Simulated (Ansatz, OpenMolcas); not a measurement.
How methods differ on SnTe (SMILES [Sn][Te])

The species is SnTe (2 atoms), meant as a singlet with charge 0. As SMILES, `[Sn][Te]`. Geometry: relaxed at PBE0-D4/def2-TZVP.

```jsonl
{"atom": "Sn", "x (Å)": "0.0000", "y (Å)": "0.0000", "z (Å)": "0.0094"}
{"atom": "Te", "x (Å)": "0.0000", "y (Å)": "0.0000", "z (Å)": "2.5273"}
```

Quantity: the vertical ionisation energy (to the doublet cation), in eV. The values are calculated.

```
                              level                   kind     program  value (eV)  CPU time (all runs)
  BLYP/def2-TZVPPD (core potential)                    GGA  OpenMolcas        8.50                 76 s
revPBE/def2-TZVPPD (core potential)                    GGA      Ansatz        8.53                 43 s
 M06-L/def2-TZVPPD (core potential)               meta-GGA  OpenMolcas        8.49              1.9 min
  TPSS/def2-TZVPPD (core potential)               meta-GGA  OpenMolcas        8.61              1.9 min
 B3LYP/def2-TZVPPD (core potential)          global hybrid  OpenMolcas        8.62                 78 s
 BHLYP/def2-TZVPPD (core potential)          global hybrid      Ansatz        8.39                 80 s
  PBE0/def2-TZVPPD (core potential)          global hybrid      Ansatz        8.56                 62 s
  CCSD/def2-TZVPPD (core potential)  coupled cluster or CI      Ansatz        8.47                2 min
```

Spin-orbit coupling, which can split open shells on such heavy atoms by tenths of an eV, is left out. The values span 8.39 to 8.62 eV. In the correlated wave-function rows the outer d shell of Sn, Te is correlated, in sets not made for it. Times are those of the runs behind each value, whatever else they computed, on shared processors of several kinds: orders of magnitude only.

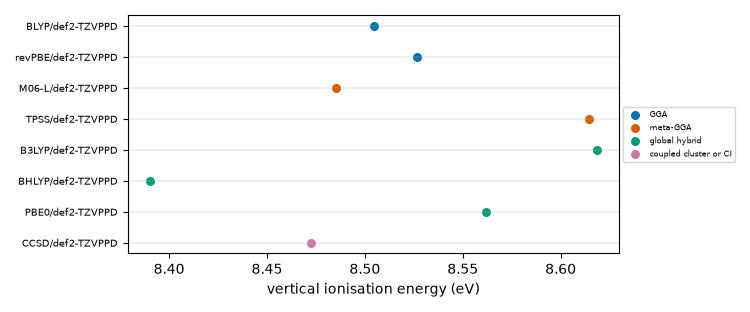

The values of the table, level by level.
